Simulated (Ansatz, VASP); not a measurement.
## Cross-check of TiPt3 between VASP and Ansatz

Aim: how closely do two programs agree when they are given the same cell, functional and k mesh?

Calculated with Ansatz 0.2.0; plane waves, with VASP 6.6.1 beside it; single point at PBE and band structure at BLYP.

The database entry behind the starting cell is an old determination (1943), so it need not match the best structure at ambient conditions.

## (1) Set-up

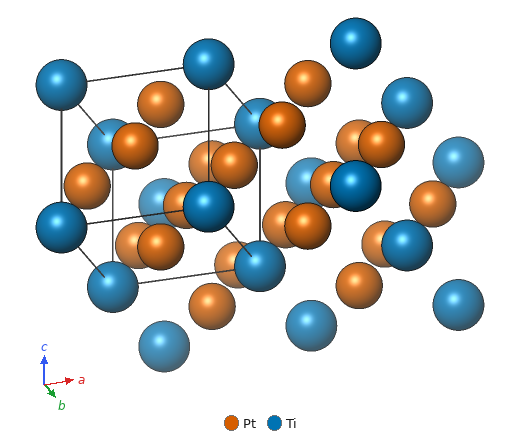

The cell as given, from a free direction (platinum orange, titanium blue). 2×2×1 cells are drawn. Some periodic images of atoms are drawn too.

## (2) VASP: single point, PBE

With cell and atoms fixed, the geometry can't cause a difference; cores, projectors, grids and the points listed under the comparison can.

Lines of VASP's logs that name or quote its potential files are left out, and so is its time.

Contents of INCAR:

```
SYSTEM = TiPt3
PREC = Accurate
ENCUT = 400
EDIFF = 1E-06
NELM = 100
ISMEAR = -1
SIGMA = 0.05
LREAL = .FALSE.
ALGO = Normal
GGA = PE
NBANDS = 27
LORBIT = 11
LWAVE = .FALSE.
LCHARG = .TRUE.
ISIF = 2
LELF = .TRUE.
LVHAR = .TRUE.
```

Contents of POSCAR:

```
TiPt3
1.0
    3.8970000000      0.0000000000      0.0000000000
    0.0000000000      3.8970000000      0.0000000000
    0.0000000000      0.0000000000      3.8970000000
Pt Ti
3 1
Direct
    0.5000000000      0.5000000000      0.0000000000
    0.5000000000      0.0000000000      0.5000000000
    0.0000000000      0.5000000000      0.5000000000
    0.0000000000      0.0000000000      0.0000000000
```

Contents of KPOINTS:

```
Automatic mesh
0
Gamma
7 7 7
0 0 0
```

The projector-augmented-wave data sets are Pt and Ti_sv (PBE family, release 64).

Run with:

```sh
> mpirun -np 2 vasp_std
```

Numbers of over 12 decimals in the logs are rounded to 6 here.

Log:

```text
[banner, memory and clock lines left out]
running    2 mpi-ranks, on    1 nodes
 distrk:  each k-point on    2 cores,    1 groups
 distr:  one band on    1 cores,    2 groups

 POSCAR found type information on POSCAR PtTi
 POSCAR found :  2 types and       4 ions
 LDA part: xc-table for (Slater+PW92), standard interpolation
|                                                                             |
|           W    W    AA    RRRRR   N    N  II  N    N   GGGG   !!!           |
|           W    W   A  A   R    R  NN   N  II  NN   N  G    G  !!!           |
|           W    W  A    A  R    R  N N  N  II  N N  N  G       !!!           |
|           W WW W  AAAAAA  RRRRR   N  N N  II  N  N N  G  GGG   !            |
|           WW  WW  A    A  R   R   N   NN  II  N   NN  G    G                |
|           W    W  A    A  R    R  N    N  II  N    N   GGGG   !!!           |
|                                                                             |
|     The number of bands has been changed from the values supplied in        |
|     The orbitals not found in the WAVECAR file will be initialized with     |
|     random numbers, which is usually adequate. For correlated               |
|     calculations, however, you should redo the groundstate calculation.     |
|     I found NBANDS = 27. Now, NBANDS = 28.                                  |
|                                                                             |

 POSCAR, INCAR and KPOINTS ok, starting setup
 FFT: planning ... GRIDC
 FFT: planning ... GRID_SOFT
 FFT: planning ... GRID
 WAVECAR not read
 entering main loop
       N       E                     dE             d eps       ncg     rms          rms(c)
DAV:   1     0.325156047991E+03    0.32516E+03   -0.17813E+04  1120   0.134E+03
DAV:   2    -0.933114017031E+01   -0.33449E+03   -0.31921E+03  1188   0.365E+02
DAV:   3    -0.317065385407E+02   -0.22375E+02   -0.21426E+02  1348   0.931E+01
DAV:   4    -0.325289397538E+02   -0.82240E+00   -0.81781E+00  1416   0.170E+01
DAV:   5    -0.325509323838E+02   -0.21993E-01   -0.21987E-01  1340   0.260E+00    0.225E+01
DAV:   6    -0.308190693215E+02    0.17319E+01   -0.11765E+01  1292   0.293E+01    0.140E+01
DAV:   7    -0.304401946836E+02    0.37887E+00   -0.20612E+01  1492   0.294E+01    0.107E+01
DAV:   8    -0.295906286719E+02    0.84957E+00   -0.97545E-01  1292   0.955E+00    0.437E+00
DAV:   9    -0.295542056471E+02    0.36423E-01   -0.12569E+00  1596   0.665E+00    0.279E+00
DAV:  10    -0.294764947590E+02    0.77711E-01   -0.28314E-01  1332   0.392E+00    0.396E-01
DAV:  11    -0.294798510050E+02   -0.33562E-02   -0.56320E-03  1308   0.615E-01    0.608E-01
DAV:  12    -0.294762067931E+02    0.36442E-02   -0.12529E-02  1512   0.754E-01    0.365E-02
DAV:  13    -0.294762133443E+02   -0.65513E-05   -0.18475E-04  1188   0.946E-02    0.134E-02
DAV:  14    -0.294762167097E+02   -0.33653E-05   -0.12420E-05  1372   0.279E-02    0.215E-02
DAV:  15    -0.294762125194E+02    0.41903E-05   -0.98032E-06  1212   0.267E-02    0.474E-03
DAV:  16    -0.294762124749E+02    0.44409E-07   -0.11129E-06   816   0.761E-03
   1 F= -.29476212E+02 E0= -.29469652E+02  d E =-.131214E-01
```

Parts of OUTCAR (step 2):

```text
ion  position               nearest neighbor table
   1  0.500  0.500  0.000-   2 2.76   3 2.76   4 2.76   2 2.76   3 2.76   2 2.76   4 2.76   2 2.76
                             3 2.76   4 2.76   3 2.76   4 2.76
   2  0.500  0.000  0.500-   1 2.76   3 2.76   4 2.76   1 2.76   4 2.76   1 2.76   3 2.76   1 2.76
                             3 2.76   4 2.76   4 2.76   3 2.76
   3  0.000  0.500  0.500-   1 2.76   2 2.76   4 2.76   1 2.76   4 2.76   2 2.76   4 2.76   4 2.76
                             1 2.76   2 2.76   1 2.76   2 2.76
   4  0.000  0.000  0.000-   1 2.76   2 2.76   3 2.76   2 2.76   3 2.76   1 2.76   3 2.76   3 2.76
                             1 2.76   2 2.76   2 2.76   1 2.76

  LATTYP: Found a simple cubic cell.
 ALAT       =     3.8970000000

 Subroutine GETGRP returns: Found 48 space group operations
 (whereof 48 operations were pure point group operations)

The static configuration has the point symmetry O_h .

 Found     20 irreducible k-points:

   k-points           NKPTS =     20   k-points in BZ     NKDIM =     20   number of bands    NBANDS=     28

   dimension x,y,z NGX =    28 NGY =   28 NGZ =   28
   dimension x,y,z NGXF=    56 NGYF=   56 NGZF=   56

   ENCUT  =  400.0 eV  29.40 Ry    5.42 a.u.   6.36  6.36  6.36*2*pi/ulx,y,z

   NELECT =      42.0000    total number of electrons

 k-points in reciprocal lattice and weights: Automatic mesh
   0.00000000  0.00000000  0.00000000       0.003
   0.14285714  0.00000000  0.00000000       0.017
   0.28571429  0.00000000  0.00000000       0.017
   0.42857143  0.00000000  0.00000000       0.017
   0.14285714  0.14285714  0.00000000       0.035
   0.28571429  0.14285714  0.00000000       0.070
   0.42857143  0.14285714  0.00000000       0.070
   0.28571429  0.28571429  0.00000000       0.035
   0.42857143  0.28571429  0.00000000       0.070
[...]
0.42857143  0.42857143  0.28571429       0.070
   0.42857143  0.42857143  0.42857143       0.023

 average (electrostatic) potential at core
       1 -62.8547       2 -62.8547       3 -62.8547       4 -70.4133

 E-fermi :  11.8932

 k-point     1 :       0.0000    0.0000    0.0000
  band No.  band energies     occupation
    ...
     16      10.1794      2.00000
     17      11.3401      1.99997
     18      11.9074      0.85922
     19      11.9074      0.85922
     20      11.9074      0.85922
     21      13.2733      0.00000
     22      13.2733      0.00000
     23      13.4601      0.00000
     24      13.4601      0.00000
     25      13.4601      0.00000
    ...

 k-point     2 :       0.1429    0.0000    0.0000
  band No.  band energies     occupation
    ...
     16      10.2124      2.00000
     17      10.8908      2.00000
     18      10.8908      2.00000
     19      11.0917      2.00000
     20      11.9080      0.85286
     21      12.1315      0.01689
     22      13.0167      0.00000
     23      13.0167      0.00000
     24      13.1482      0.00000
     25      13.2654      0.00000
    ...

 k-point     3 :       0.2857    0.0000    0.0000
  band No.  band energies     occupation
    ...
     17       9.5404      2.00000
     18      10.1255      2.00000
     19      10.1559      2.00000
     20      10.5114      2.00000
     21      11.9096      0.83744
     22      12.3254      0.00035
     23      12.3254      0.00035
     24      12.8011      0.00000
     25      12.8787      0.00000
     26      13.8877      0.00000
    ...

  Total        3.5455571      3.5455571      3.5455571     -0.0000000      0.0000000     -0.0000000
  in kB       95.9851072     95.9851072     95.9851072     -0.0000000      0.0000000     -0.0000000
  external PRESSURE =      95.9851072 kB  Pullay stress =       0.0000000 kB

  energy-cutoff  :      400.00
  volume of cell :       59.18
      direct lattice vectors                 reciprocal lattice vectors
     3.897000000  0.000000000  0.000000000     0.256607647  0.000000000  0.000000000
     0.000000000  3.897000000  0.000000000     0.000000000  0.256607647  0.000000000
     0.000000000  0.000000000  3.897000000     0.000000000  0.000000000  0.256607647

 POSITION                                       TOTAL-FORCE (eV/Angst)
 -----------------------------------------------------------------------------------
      1.94850      1.94850      0.00000         0.000000      0.000000      0.000000
      1.94850      0.00000      1.94850         0.000000      0.000000      0.000000
      0.00000      1.94850      1.94850         0.000000      0.000000      0.000000
      0.00000      0.00000      0.00000         0.000000      0.000000      0.000000
 -----------------------------------------------------------------------------------
    total drift:                                0.000000      0.000000      0.000000

  FREE ENERGIE OF THE ION-ELECTRON SYSTEM (eV)
  ---------------------------------------------------
  free  energy   TOTEN  =       -29.4762124749 eV

  energy  without entropy=      -29.4630910489  energy(sigma->0) =      -29.46965176

 total charge
# of ion       s       p       d       tot
------------------------------------------
    1        0.703   0.683   8.073   9.459
    2        0.703   0.683   8.073   9.459
    3        0.703   0.683   8.073   9.459
    4        2.212   6.162   1.805  10.178
--------------------------------------------------
tot          4.321   8.212  26.023  38.556

[... 3 further parts left out ...]
```

The run ends at a pressure of 9.60 GPa.

## (3) Ansatz: single point, PBE

Ansatz runs on its default PAW (the set named soft_2) files.

The same cell, functional, mesh and smearing now go to Ansatz, which takes its cutoff from its data sets.

Contents of input.yaml:

```yaml
crystal:
  lattice:
    - [3.897, 0.0, 0.0]
    - [0.0, 3.897, 0.0]
    - [0.0, 0.0, 3.897]
  atoms:
    - { symbol: Pt, position: [0.5, 0.5, 0.0] }
    - { symbol: Pt, position: [0.5, 0.0, 0.5] }
    - { symbol: Pt, position: [0.0, 0.5, 0.5] }
    - { symbol: Ti, position: [0.0, 0.0, 0.0] }
hamiltonian:
  xc: pbe
  pseudopotentials: { kind: paw }
kpoints:
  mp_grid: { grid: [7, 7, 7] }
scf:
  occupations: { method: fermi_dirac, width: 0.05 }
  n_extra_bands: 5
output:
  forces: true
  stress: true
  eigenvalues: true
```

Run with:

```sh
> ansatz run input.yaml --threads 2 --pin off --max-ram 4608MiB --backend cpu --events-out ev --progress --plain --runs-dir out
```

Log:

```text
scf.n_extra_bands = 5 over 33 filled bands (N_el = 66.0): the run solves 38 bands
Engine: ansatz 0.2.0, aarch64-unknown-linux-gnu
Pseudopotentials: kind: paw
Pseudopotential: Pt, paw, valence charge 18, recommended cutoff 420 eV (normal), Pt.paw.azcp
Pseudopotential: Ti, paw, valence charge 12, recommended cutoff 420 eV (normal), Ti.paw.azcp
Functional definition: PBE
  parameter kappa = 0.804
  parameter beta = 0.066725
  exchange = pbe_x(kappa = kappa, mu = beta*pi^2/3)
  correlation = pbe_c(beta = beta)
Crystal: 4 atoms, lattice volume = 59.182 Å³
Basis set: ecut = 420 eV, 1189 PW (Γ), exchange–correlation on 54×54×54 points (8 copies of the dense FFT grid, shifted against one another)
Bands: 38, of which v1, the nominal top of the filled ones, is band 33 counted from 1 (32 counted from 0)
Symmetry: 48 space group operations
Space group: Pm-3m (ITA 221), of the structure as read, at distance tolerance 3.9e-5 Å
k-points: 20 of 343
Non-local potential: Pt, projectors of the file, l = 0: 3, l = 1: 2, l = 2: 2, l = 3: 1
Non-local potential: Ti, projectors of the file, l = 0: 3, l = 1: 2, l = 2: 3, l = 3: 1
PAW form: soft (Blöchl's): semilocal exchange-correlation on the pseudo side does not see the compensation charge
PAW one-centre angular grid: Pt, 590 points (default); XC on 64 Gauss nodes
PAW one-centre angular grid: Ti, 590 points (default); XC on 64 Gauss nodes
Initial density: superposition of atomic densities (neutral atoms: chi_scale 0, normalization atom), corrected by the library's trained network
Initial wavefunctions: pseudopotential atomic-orbital guess
Functional: x = pbe(κ = 0.804, μ = 0.219515), c = pbe(β = 0.066725)
SCF iter   1: F=—  HF=-40072.081976 eV  |F-HF|=—  |Δ(HF+E_count)|=         —  Δρ=1.47e-2  dr2=1.91e-1  ethr=1.77e-3  ⟨swp⟩=5.2  Hψ=2359  notcnv=0
preconditioner: auto → Resta (q_TF=auto, 2.778 Å⁻¹)  ε∞=30.1  [insulator: Δε(μ)=0.186 eV  Ē_g=5.215 eV  σ=0.050 eV  W_gap=0.69  n_scr=18 (ndim 8)  ℏωp=28.1 eV  f_vac=0.000  D(μ)=1.03/eV (n_scr^D=6)  ε∞_Penn≈30.1]
SCF iter   2: F=—  HF=-40072.072056 eV  |F-HF|=—  |Δ(HF+E_count)|=   9.92e-3  Δρ=7.07e-3  dr2=4.60e-2  ethr=2.89e-4  ⟨swp⟩=2.0  Hψ=995  notcnv=0  defer=1
preconditioner: auto → Kerker (q_TF=auto, 2.778 Å⁻¹)  [metal: Δε(μ)=0.112 eV  Ē_g=5.167 eV  σ=0.050 eV  W_gap=0.46  n_scr=18 (ndim 8)  ℏωp=28.1 eV  f_vac=0.000  D(μ)=1.29/eV (n_scr^D=6)]
SCF iter   3: F=—  HF=-40072.068683 eV  |F-HF|=—  |Δ(HF+E_count)|=   3.37e-3  Δρ=7.91e-4  dr2=1.76e-4  ethr=6.97e-5  ⟨swp⟩=2.0  Hψ=887  notcnv=0  defer=1
SCF iter   4: F=—  HF=-40072.068723 eV  |F-HF|=—  |Δ(HF+E_count)|=   4.03e-5  Δρ=1.82e-4  dr2=2.84e-5  ethr=2.66e-7  ⟨swp⟩=2.0  Hψ=1139  notcnv=0  defer=1
SCF iter   5: F=—  HF=-40072.068726 eV  |F-HF|=—  |Δ(HF+E_count)|=   3.01e-6  Δρ=3.95e-5  dr2=7.35e-7  ethr=4.30e-8  ⟨swp⟩=1.7  Hψ=798  notcnv=0  defer=1
SCF iter   6: F=-40072.068726 eV  HF=-40072.068726 eV  |F-HF|=3.91e-8  |Δ(HF+E_count)|=   1.09e-8  Δρ=9.45e-6  dr2=6.23e-8  ethr=1.52e-10  ⟨swp⟩=5.1  Hψ=2852  notcnv=0
SCF 1 converged in 6 iterations: F = -40072.068726 eV  dr2 = 6.23e-8
  greatest PAW one-centre occupation: 1.000 electrons in one spin orbital (limit 2), on the Pt atom at site 2 (counted from 0), in its partial waves of l = 0
SCF converged after 6 iterations
Free energy (F): -40072.068726 eV
Harris-Foulkes:  -40072.068726 eV  (|F-HF|=3.91e-8)
Internal energy: -40072.055640 eV  (E = F + TS)
E sigma→0 (E₀):  -40072.062183 eV
Entropy (-TS):   -0.013087 eV (-3.272 meV/atom)
Fermi energy:    22.630432 eV
--- Per-component energies (eV) ---
  E_band       = -527.135599
  E_kinetic    = 2191.218215
  E_local      = -5216.797106  (includes V_loc(G=0)·N_el)
  E_nonlocal   = 602.491327
  E_hartree    = 1984.031058
  E_xc         = -887.605963
  E_vxc        = -1036.922976  (∫ρ·V_xc dr)
  E_paw        = -29408.360449  (= ΣΔE_a)
  E_vpaw       = -1035.187875  (= ΣTr[D̂ρ^β])
  E_aug_tail   = 0.000678  (compensation charges beyond the density's cutoff)
  E_ewald      = -9337.033399
  E_smearing   = -0.013087  (= −TS)
  E_closure    = 0.000000  (closes the sum)
  Σ components = -40072.068726   (vs F -40072.068726, Δ=0.00e0)
--- Forces (eV/Å), atoms counted from 1 ---
  atom   1  Pt     0.00000000     0.00000000    -0.00000000
  atom   2  Pt     0.00000000    -0.00000000    -0.00000000
  atom   3  Pt     0.00000000     0.00000000     0.00000000
  atom   4  Ti     0.00000000    -0.00000000    -0.00000000
  max |Σ_I F_I| component: 1.00e-28 eV/Å
--- Stress (GPa, compression-positive) ---
       10.111800       0.000000      -0.000000
        0.000000      10.111800       0.000000
        0.000000       0.000000      10.111800
  P = ⅓ Tr σ = 10.1118 GPa (101.118 kbar)
--- Band table (eV; the first three rows and the last of 20) ---
  k-point 0: bands = [... 29 lower, 22.6452, 22.6452, 22.6452, 24.0165, 24.0165, 24.1882, 24.1882, 24.1882, ... 1 higher]
  k-point 1: bands = [... 29 lower, 21.6238, 21.8272, 22.6460, 22.8612, 23.7553, 23.7553, 23.8911, 24.0075, ... 1 higher]
  k-point 2: bands = [... 29 lower, 20.8530, 20.8826, 21.2425, 22.6476, 23.0633, 23.0633, 23.5429, 23.6215, ... 1 higher]
  k-point 19: bands = [... 29 lower, 20.8753, 20.8753, 21.6154, 22.1608, 22.8611, 22.8611, 23.7656, 23.7656, ... 1 higher]
```

Run time: 0.96 s. Hardware: 2 threads of Arm Neoverse V2, shared host; peak memory 0.34 GiB; 1.8 s of CPU time.

In the SCF lines HF is the Harris–Foulkes energy and dr2 the Hartree energy of the density residual, in eV; the loop may stop once dr2 is under the threshold and the program's other checks hold. Hψ counts applications of the Hamiltonian.

The run ends at a pressure of 10.11 GPa.

## (4) Differences

Known differences besides the PAW data sets themselves: the data sets hold 66 valence electrons in Ansatz (default PAW (the set named soft_2) files) and 42 in VASP; the cutoff is 420 eV in Ansatz and 400 eV in VASP; VASP leaves aspherical gradient terms in its spheres out (LASPH is not set), Ansatz keeps them. Total energies have different zeros and are not compared.

Compared:

```csv
quantity,Ansatz,VASP,difference
pressure (GPa),10.11,9.60,+0.51
```

Ansatz's pressure holds a Pulay correction of 0.07 GPa; VASP's holds none.

(Part 1 of 2 ends here.)

[Lines on the potential files, build, host, timing and source positions are cut from VASP's logs without a mark.]

[Logs are printed without paths, hosts, clocks, repeated set-up lines and the standing remarks that a program may print on its own settings, such as how far it seeks lower states.]

[Hosts, paths, dates, database ids (printed as entryN), source tags and the programs' standing remarks are cut or masked in the printed files.]
